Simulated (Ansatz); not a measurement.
# Run report: BSiH₆ClO₂, phonon calculation

- system: BSiH₆ClO₂
- method: RKS PBE-D4/def2-SVP (Ansatz 0.2.0)

It belongs to a series of runs on one base structure; here: vibrations at the highest image of the band. Figures and captions count atoms from 1; the log counts them from 0 in places.

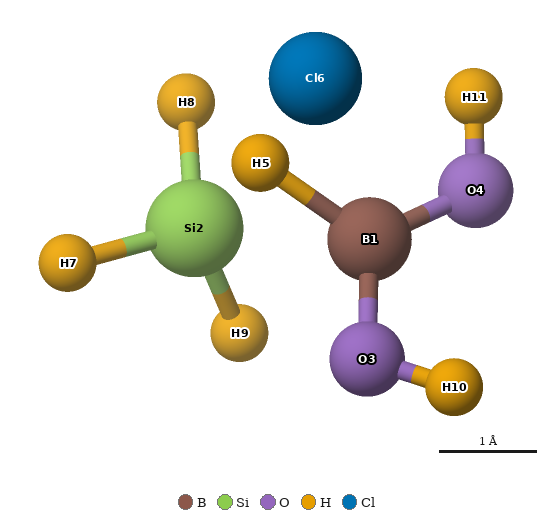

*The structure (ball-and-stick view, seen at a tilt; atoms are numbered from 1 in the order of the input).*

Input:
```yaml
crystal:
  periodic: [false, false, false]
  atoms:
    - { symbol: B, position_ang: [-0.658614, 0.34243, -0.147247] }
    - { symbol: Si, position_ang: [1.234933, -0.817265, -0.125053] }
    - { symbol: O, position_ang: [-0.764774, 0.851068, -1.410251] }
    - { symbol: O, position_ang: [-1.678125, -0.338543, 0.476542] }
    - { symbol: H, position_ang: [0.516145, 0.724951, 0.540783] }
    - { symbol: Cl, position_ang: [-0.060063, 2.023009, 1.405154] }
    - { symbol: H, position_ang: [2.482556, -0.145014, -0.616486] }
    - { symbol: H, position_ang: [1.466567, -1.478253, 1.20242] }
    - { symbol: H, position_ang: [0.738692, -1.81503, -1.132155] }
    - { symbol: H, position_ang: [-1.699979, 1.013867, -1.638683] }
    - { symbol: H, position_ang: [-1.577339, -0.361418, 1.444978] }
basis:
  gaussian: { orbitals: def2-SVP }
hamiltonian:
  xc: pbe
  dispersion: d4
phonons: {}
```

Launched with:
```bash
ansatz run input.yaml --threads 2 --pin off --max-ram 3072MiB --backend cpu --events-out ev --progress --plain --runs-dir out
```

The program's output:
```
Engine: ansatz 0.2.0, x86_64-unknown-linux-gnu
Functional definition: PBE
  parameter kappa = 0.804
  parameter beta = 0.06672455060314922
  exchange = pbe_x(kappa = kappa, mu = beta*pi^2/3)
  correlation = pbe_c(beta = beta)
1179 factors; their error is unknown
mean field evaluation 1: about -25237.1029 eV, gradient 6.7e1 eV
mean field evaluation 2: about -25202.7975 eV, gradient 1.4e2 eV
mean field evaluation 4: about -25244.9518 eV, gradient 7.5e0 eV
mean field evaluation 8: about -25245.1287 eV, gradient 1.9e-1 eV
mean field evaluation 16: about -25245.0636 eV, gradient 3.0e-4 eV
mean field -25245.06355255 eV, -927.7389738377 hartree, gradient 2.6e-5 eV, S^2 0.000000; 0 other end points of the search recorded, 0 dependent functions left out
the calculation of the forces begins
reference -25245.06358648 eV, -927.7389750843 hartree; 29, 29 occupied and 79, 79 virtual orbitals, 1179 factors
these checks for a lower state are left out or cut short: stability, starts, cluster_reference, orbital_swaps, neighbouring_geometries, increment
1179 factors; their error is unknown
mean field -25245.06345663 eV, -927.7389703125 hartree, gradient 1.3e-6 eV, S^2 0.000000; 0 other end points of the search recorded, 0 dependent functions left out
[... from here on the field's lines of each further geometry are left out, up to the last ...]
the calculation of the forces begins
reference -25245.06343488 eV, -927.7389695131 hartree; 29, 29 occupied and 79, 79 virtual orbitals, 1179 factors
these checks for a lower state are left out or cut short: stability, starts, cluster_reference, orbital_swaps, neighbouring_geometries, increment
1179 factors; their error is unknown
mean field -25245.06339908 eV, -927.7389681975 hartree, gradient 1.9e-6 eV, S^2 0.000000; 0 other end points of the search recorded, 0 dependent functions left out
the calculation of the forces begins
reference -25245.06343299 eV, -927.7389694439 hartree; 29, 29 occupied and 79, 79 virtual orbitals, 1179 factors
WARN: phonons: modes at or below zero, which the zero-point energy, F, S and C_V leave out: 1, the lowest at -666.09 cm⁻¹. A minimum has none, and a first-order saddle one
Total energy: -25245.31141183 eV, -927.7480824982 hartree
Atom 0 at    -0.658614     0.342430    -0.147247 Å, force     0.006753     0.000041     0.003268 eV/Å
Atom 1 at     1.234933    -0.817265    -0.125053 Å, force    -0.000583     0.000954    -0.002312 eV/Å
Atom 2 at    -0.764774     0.851068    -1.410251 Å, force    -0.002557     0.000973    -0.000797 eV/Å
Atom 3 at    -1.678125    -0.338543     0.476542 Å, force     0.000053     0.000984     0.003098 eV/Å
Atom 4 at     0.516145     0.724951     0.540783 Å, force    -0.001363    -0.002321     0.000418 eV/Å
Atom 5 at    -0.060063     2.023009     1.405154 Å, force    -0.000944     0.000655    -0.000839 eV/Å
Atom 6 at     2.482556    -0.145014    -0.616486 Å, force    -0.000272    -0.000345    -0.000295 eV/Å
Atom 7 at     1.466567    -1.478253     1.202420 Å, force     0.000216     0.000490     0.000273 eV/Å
Atom 8 at     0.738692    -1.815030    -1.132155 Å, force     0.000097    -0.000210     0.000357 eV/Å
Atom 9 at    -1.699979     1.013867    -1.638683 Å, force     0.000999     0.000259    -0.002118 eV/Å
Atom 10 at    -1.577339    -0.361418     1.444978 Å, force    -0.002397    -0.001480    -0.001053 eV/Å
Dipole moment:    -0.103157    -0.434811    -0.104698 e Å
Vibrations: -666.09 88.31 147.53 169.68 195.59 239.97 297.46 377.68 419.73 478.48 511.51 533.50 762.26 828.50 896.27 910.36 912.59 955.36 995.57 1173.31 1428.40 1603.25 2169.38 2193.10 2200.98 3713.44 3749.79 cm⁻¹, zero-point energy 1.732803 eV
```

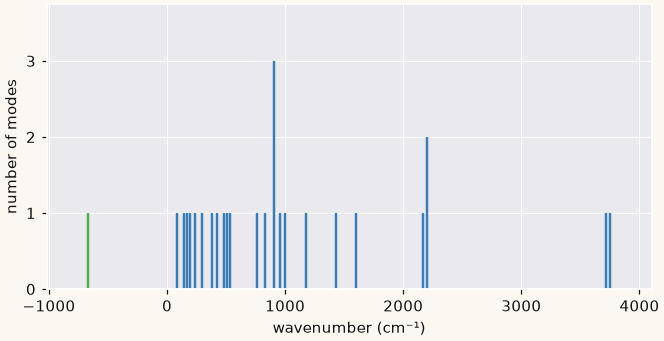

*Harmonic vibrational wavenumbers from the force constants; neighbouring modes closer than 20 cm⁻¹ are counted in one stick, and imaginary ones are drawn at negative wavenumbers.*

27 modes from 666i to 3750 cm⁻¹, 1 imaginary beyond 8i (666i cm⁻¹): a first-order saddle point, if the geometry is stationary.

Results in brief:

| quantity | value |
| --- | --- |
| outcome | converged |
| total energy | −25245.3114 eV |
| mean-field energy | −25245.0636 eV |
| largest force (length of the vector) | 0.008 eV/Å |
| hardware | 2 threads of AMD EPYC (Zen 4), 64 GiB of memory available, shared host |
| wall time | 48 s (CPU time 93 s) |
| peak memory | 0.16 GiB |
